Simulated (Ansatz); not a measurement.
# Calculations on SiHSO

## 1. Relaxation

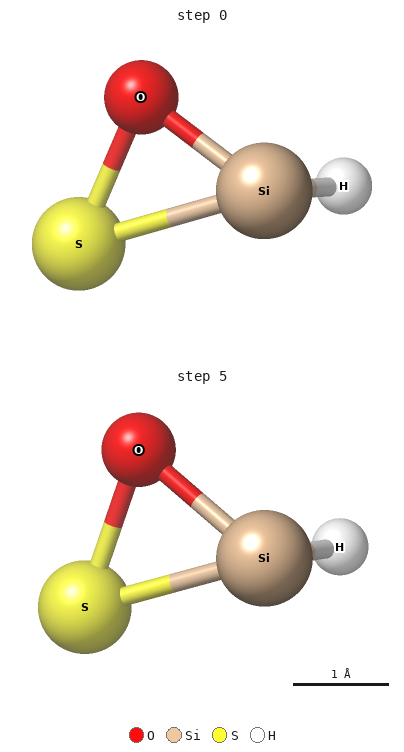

The structure of SiHSO (charge −1) before (top) and after (bottom) a relaxation, at one scale.

Style: ball-and-stick. Shown at a tilt.

The run prepares an end point of a later path (hydrogen shift) calculation, from a guessed geometry.

These are results of Ansatz 0.2.0, RKS r2SCAN-D4/STO-3G, not measurements.

Input
```yaml
crystal:
  periodic: [false, false, false]
  atoms:
    - { symbol: O, position_ang: [0.53006, 0.34258, 0.93304] }
    - { symbol: Si, position_ang: [0.42093, 0.27125, -0.74898] }
    - { symbol: S, position_ang: [0.05503, -1.32823, 0.76803] }
    - { symbol: H, position_ang: [-1.00601, 0.7144, -0.95209] }
total_charge: -1
basis:
  gaussian: { orbitals: STO-3G }
hamiltonian:
  xc: r2scan
  dispersion: d4
relax:
  f_tol: 0.02
  max_steps: 50
```

Launched with:
```bash
ansatz run input.yaml --threads 1 --pin off --max-ram 2048MiB --backend cpu --events-out ev --progress --plain --runs-dir out
```

Q: Describe what moved and what it gained.

A: The largest move after the best rigid fit is that of O1, 0.096 Å. Largest moves by element: O 0.096 Å, Si 0.076 Å, S 0.069 Å, H 0.044 Å. Some distances before and after: O1–Si2 1.687 → 1.820 Å, O1–S3 1.745 → 1.810 Å, Si2–S3 2.235 → 2.184 Å, Si2–H4 1.508 → 1.536 Å. Bond angles that change, for instance: Si2–O1–S3 81.2° → 74.0°, O1–Si2–H4 100.5° → 95.2°, O1–S3–Si2 48.3° → 53.2°. The energy falls by 35.7 kJ/mol in 5 geometry steps. The largest force component goes from 4 to 0.0085 eV/Å.

Limits of the set-up: STO-3G is a minimal basis, so the numbers are rough.

## 2. Relaxation

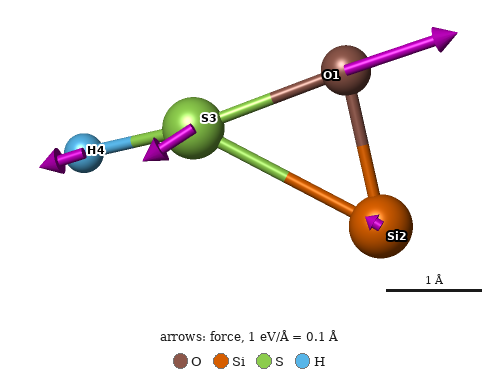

Starting geometry of SiHSO (charge −1) with the computed forces as purple arrows. The picture is a ball-and-stick view, seen at a tilt.

The run prepares an end point of a later path (hydrogen shift) calculation, from a guessed geometry.

Theory: RKS r2SCAN-D4/STO-3G (Ansatz). Settings: no spin polarisation; force threshold 0.02 eV/Å; at most 50 steps.

Q: What follows when this structure is relaxed?

A: It isn't relaxed: the largest force vector, on O1, is 12.86 eV/Å. The final displacements follow the starting forces only in part (cosine between the two patterns 0.66). The largest move after the best rigid fit is that of O1, 0.93 Å. By element the largest moves are O 0.93 Å, S 0.65 Å, Si 0.52 Å, H 0.50 Å. Some distances before and after: O1–S3 1.745 → 3.088 Å, Si2–S3 2.235 → 2.370 Å, O1–Si2 1.687 → 1.584 Å, S3–H4 1.380 → 1.359 Å. Bond angles that change, for instance: O1–Si2–S3 50.5° → 100.8°, Si2–S3–H4 133.6° → 92.3°. Groups turn about Si2–S3 by about 30°. After 10 accepted moves (11 points after the start) the energy has fallen by 5.951 eV. Largest force component: 12 eV/Å at the start, 0.0036 eV/Å at the end. The line search rejected the trial step at point 7 of the run.

Limits of the set-up: STO-3G is a minimal basis, so the numbers are rough.

## 3. Path

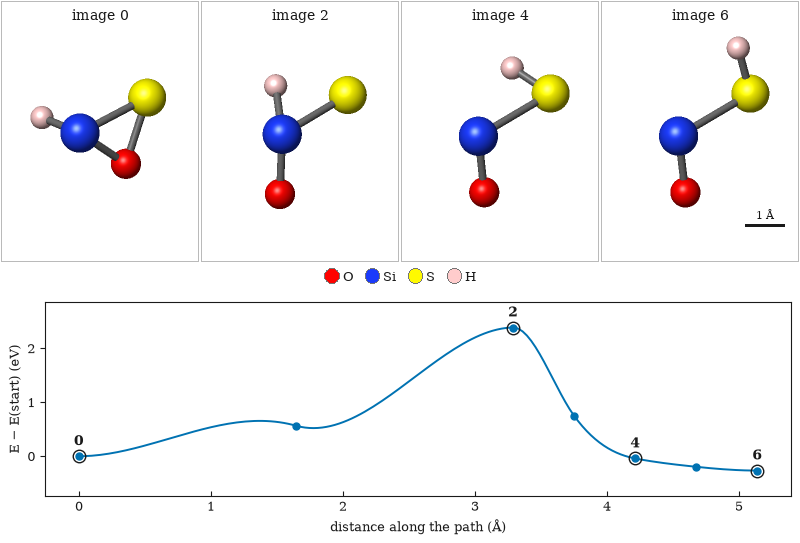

NEB run on SiHSO (charge −1). Images are numbered from 0 (start) to 6 (end). Style: ball-and-stick. Shown at a tilt.

Theory: Ansatz, RKS r2SCAN-D4/STO-3G. Run with 5 movable images; climbing image; force threshold 0.05 eV/Å; iteration limit 60; starting path through a guess of the saddle point.

### Read off the barrier and say what moves.

The highest point, image 2, lies 2.39 eV above the start and 2.65 eV above the end; the end is at −0.27 eV relative to the start. A hydrogen atom shifts from one atom to another. Breaking: H–Si (1.54 → 2.78 Å). Forming: H–S (2.78 → 1.36 Å). The band converged in 44 iterations. The largest component of the band force went from 5.3 to 0.043 eV/Å. The climbing image converged on the top of the path. Its vibrational analysis gives one imaginary mode (1592i cm⁻¹), as a transition state must have.

Limits of the set-up: STO-3G is a minimal basis, so the numbers are rough.
